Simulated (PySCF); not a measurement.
C$_{2}$H$_{5}$F, SMILES `CCF`.

Computed with PySCF, PBE/def2-TZVP, geometry: GFN2-xTB. No frequency check shows the geometry to be a minimum.

Geometry (Å), atoms numbered from 1:

```
C1       1.1975    0.2147    0.0003
C2      -0.1184   -0.5400    0.0002
F3      -1.1744    0.3414    0.0002
H4       1.2694    0.8430    0.8834
H5       2.0215   -0.4929   -0.0022
H6       1.2673    0.8462   -0.8832
H7      -0.2303   -1.1602    0.8947
H8      -0.2324   -1.1569   -0.8982
```

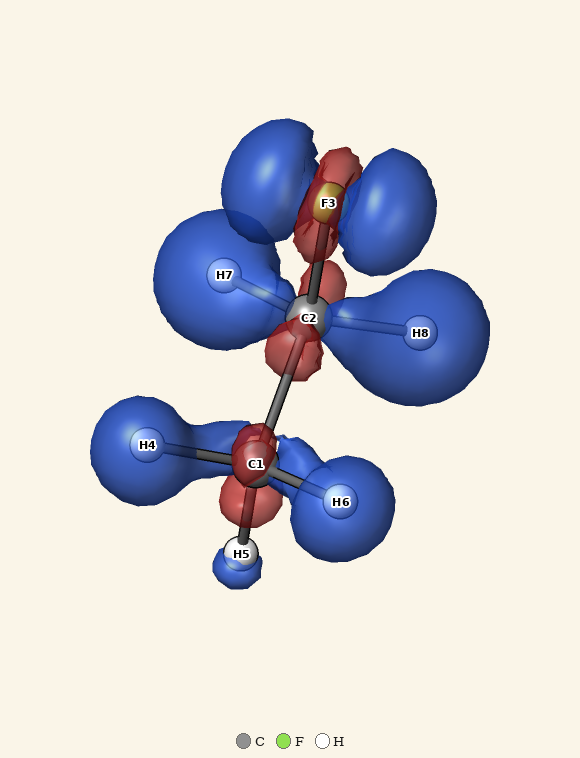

Fukui function f⁻ = ρ(N) − ρ(N−1) at fixed geometry, surfaces at ±0.05 e/Å³ (blue positive, red negative).

> Which atoms respond most to the removal of an electron?

f⁻ (Hirshfeld-condensed) is largest on F3 (0.24) and H7 and H8 (0.14 each); the vertical ionisation energy is 11.52 eV. Condensed values hint at sites of electrophilic attack but needn't mark the atom that reacts. Orbital relaxation makes it negative in places (0.11 e in all).
